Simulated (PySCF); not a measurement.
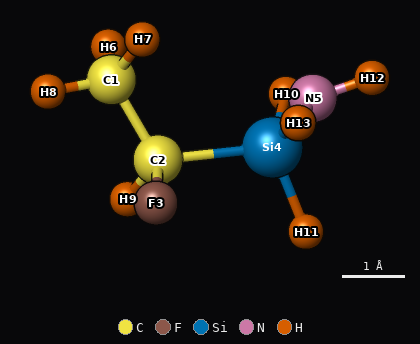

The structure (ball-and-stick view, seen at a tilt; atoms are numbered from 1 in the order of the input).

## What a change does: NMR shielding calculation on C2H8FNSi

System: C2H8FNSi.
Method of the first run: GIAO HF/pcSseg-2 NMR shielding, non-relativistic, gas phase (PySCF 2.14.0).

The geometry comes from this level: PBE0-D3(BJ)/def2-SVP. Text and figures count atoms from 1; the logs count them from 0 in places.

## The input, the first run
```
{"job": {"kind": "nmr", "xc": "HF", "basis": "pcSseg-2", "pop": false}, "charge": 0, "multiplicity": 1}
C      1.342455    -0.301808     0.639277
C      0.643373     0.234039    -0.587492
F      0.662446     1.636438    -0.545273
Si    -1.202232    -0.221341    -0.716190
N     -1.934969     0.538163     0.656558
H      1.404350    -1.400149     0.594561
H      0.791909    -0.028176     1.551668
H      2.365111     0.100449     0.709458
H      1.189422    -0.068241    -1.499976
H     -1.415072    -1.698492    -0.619553
H     -1.682569     0.228854    -2.064957
H     -2.904764     0.356175     0.888585
H     -1.712125     1.518684     0.799998
```

The first line tells a small driver script what to run in PySCF; the rest is the geometry in Å.

Launched with:
```bash
OMP_NUM_THREADS=1 python <driver script> task.json out
```

Hardware: 1 CPU thread, shared host.

## Output (the first run)
```
final grid: 99920 points
cycle   1  E = -523.2493951555  dE =  3.707e-01  |g| = 5.902e-01  |ddm| = 2.337e+00
cycle   2  E = -523.3203768318  dE = -7.098e-02  |g| = 3.409e-01  |ddm| = 5.185e-01
cycle   3  E = -523.3391889798  dE = -1.881e-02  |g| = 6.665e-02  |ddm| = 1.692e-01
cycle   4  E = -523.3406040068  dE = -1.415e-03  |g| = 1.355e-02  |ddm| = 7.091e-02
cycle   5  E = -523.3406671721  dE = -6.317e-05  |g| = 3.731e-03  |ddm| = 1.641e-02
cycle   6  E = -523.3406724656  dE = -5.294e-06  |g| = 1.201e-03  |ddm| = 4.564e-03
cycle   7  E = -523.3406731077  dE = -6.421e-07  |g| = 3.679e-04  |ddm| = 1.727e-03
cycle   8  E = -523.3406731835  dE = -7.583e-08  |g| = 1.339e-04  |ddm| = 5.848e-04
cycle   9  E = -523.3406731920  dE = -8.455e-09  |g| = 3.537e-05  |ddm| = 1.940e-04
cycle  10  E = -523.3406731927  dE = -6.910e-10  |g| = 8.389e-06  |ddm| = 6.154e-05
converged SCF energy = -523.3406731927

GIAO shielding tensors (ppm)
atom      isotropic    diamagn.    paramagn.     s11        s22        s33       span
  0 C      173.077     238.762     -65.685    155.579    175.397    188.256     32.677
  1 C      111.307     239.759    -128.452     72.025     88.837    173.060    101.035
  2 F      455.298     469.641     -14.343    415.770    427.651    522.474    106.703
  3 Si     417.707     873.516    -455.809    391.471    408.804    452.847     61.376
  4 N      267.218     314.957     -47.739    244.575    263.570    293.510     48.935
  5 H       30.721      29.619       1.101     26.659     28.132     37.371     10.713
  6 H       29.745      30.284      -0.539     25.192     29.961     34.081      8.889
  7 H       30.011      28.488       1.523     26.013     27.625     36.395     10.382
  8 H       27.479      30.100      -2.621     24.433     27.308     30.696      6.263
  9 H       27.538      29.613      -2.075     25.093     25.267     32.253      7.160
 10 H       27.166      28.877      -1.711     23.820     25.190     32.489      8.669
 11 H       31.301      30.275       1.025     23.993     26.087     43.821     19.828
 12 H       31.054      31.822      -0.769     23.123     28.527     41.511     18.388
```

The second run used a changed input.

## The two runs side by side

```tsv
quantity	the first run	the second run
outcome	converged	converged
total energy (hartree)	−523.340673	−530.820895
HOMO (eV)	−10.95	−6.15
LUMO (eV)	2.62	−0.73
dipole moment (D)	1.35	1.07
shielding of C1 (ppm)	173.1	161.6
shielding of C2 (ppm)	111.3	90.8
shielding of F3 (ppm)	455.3	399.1
shielding of Si4 (ppm)	417.7	395.1
shielding of N5 (ppm)	267.2	258.1
shielding of H9 (ppm)	27.5	26.5
shielding of H11 (ppm)	27.2	26.3
SCF iterations	10	16
basis functions	299	299
wall time (shared host)	26 s	59 s
```

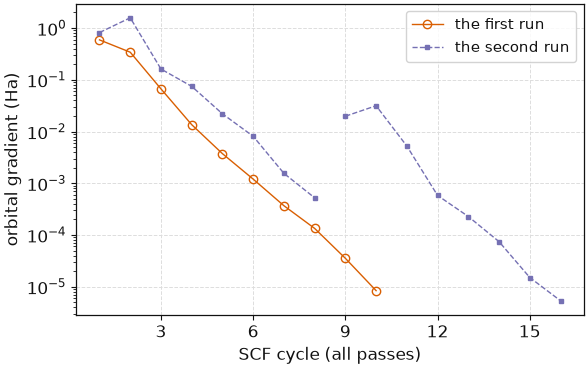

Convergence of the two runs: orbital gradient against the SCF cycle. A break in a curve parts two SCF passes (coarse and final grid). The first run takes 10 cycles in all, and the second run takes 16.

What was changed in the input?

The change (lines with − go, lines with + come):
```diff
-"xc": "HF"
+"xc": "KT3"
```

The total energies belong to different methods, so their difference says nothing on which is more stable or more accurate. The HOMO goes from −10.95 to −6.15 eV. The LUMO goes from 2.62 to −0.73 eV. The dipole moment goes from 1.35 to 1.07 D. Of all shieldings, the largest change is that of F3, by −56.2 ppm. The method changes from HF to KT3. Exact exchange removes part of the self-interaction error of semilocal functionals, which pushes filled and empty levels apart. The SCF takes 16 iterations against 10.

## Output (the second run)
```
coarse grid: 10904 points
cycle   1  E = -530.6765236442  dE =  2.096e-01  |g| = 8.175e-01  |ddm| = 2.342e+00
cycle   2  E = -530.3104926432  dE =  3.660e-01  |g| = 1.578e+00  |ddm| = 2.220e+00
cycle   3  E = -530.8004031753  dE = -4.899e-01  |g| = 1.613e-01  |ddm| = 1.817e+00
cycle   4  E = -530.8053924625  dE = -4.989e-03  |g| = 7.455e-02  |ddm| = 1.661e-01
cycle   5  E = -530.8065387826  dE = -1.146e-03  |g| = 2.197e-02  |ddm| = 5.898e-02
cycle   6  E = -530.8066437154  dE = -1.049e-04  |g| = 8.087e-03  |ddm| = 2.438e-02
cycle   7  E = -530.8066561450  dE = -1.243e-05  |g| = 1.553e-03  |ddm| = 5.914e-03
cycle   8  E = -530.8066566883  dE = -5.433e-07  |g| = 5.228e-04  |ddm| = 1.817e-03
final grid: 99920 points
cycle   9  E = -530.8208534026  dE = -3.532e-04  |g| = 1.974e-02  |ddm| = 1.065e-01
cycle  10  E = -530.8207475879  dE =  1.058e-04  |g| = 3.147e-02  |ddm| = 2.442e-02
cycle  11  E = -530.8208912200  dE = -1.436e-04  |g| = 5.230e-03  |ddm| = 1.941e-02
cycle  12  E = -530.8208953451  dE = -4.125e-06  |g| = 5.811e-04  |ddm| = 3.257e-03
cycle  13  E = -530.8208954241  dE = -7.899e-08  |g| = 2.275e-04  |ddm| = 7.511e-04
cycle  14  E = -530.8208954362  dE = -1.209e-08  |g| = 7.431e-05  |ddm| = 2.195e-04
cycle  15  E = -530.8208954376  dE = -1.435e-09  |g| = 1.505e-05  |ddm| = 7.863e-05
cycle  16  E = -530.8208954377  dE = -4.388e-11  |g| = 5.354e-06  |ddm| = 1.559e-05
converged SCF energy = -530.8208954377

GIAO shielding tensors (ppm)
atom      isotropic    diamagn.    paramagn.     s11        s22        s33       span
  0 C      161.600     243.803     -82.203    142.096    163.327    179.378     37.281
  1 C       90.761     240.725    -149.964     49.434     67.732    155.116    105.681
  2 F      399.054     470.491     -71.437    354.114    374.605    468.442    114.327
  3 Si     395.063     878.997    -483.933    362.662    383.474    439.053     76.391
  4 N      258.111     312.833     -54.722    233.311    254.285    286.737     53.427
  5 H       30.215      30.059       0.156     26.468     27.994     36.183      9.716
  6 H       29.367      30.979      -1.612     25.223     29.952     32.927      7.704
  7 H       29.759      28.653       1.106     26.287     27.566     35.425      9.138
  8 H       26.521      29.603      -3.082     23.654     26.466     29.442      5.787
  9 H       26.836      29.843      -3.008     24.544     24.828     31.135      6.591
 10 H       26.297      28.850      -2.554     22.888     24.360     31.642      8.753
 11 H       31.387      29.582       1.806     24.483     26.856     42.822     18.339
 12 H       31.154      31.599      -0.445     23.581     29.189     40.693     17.111
```
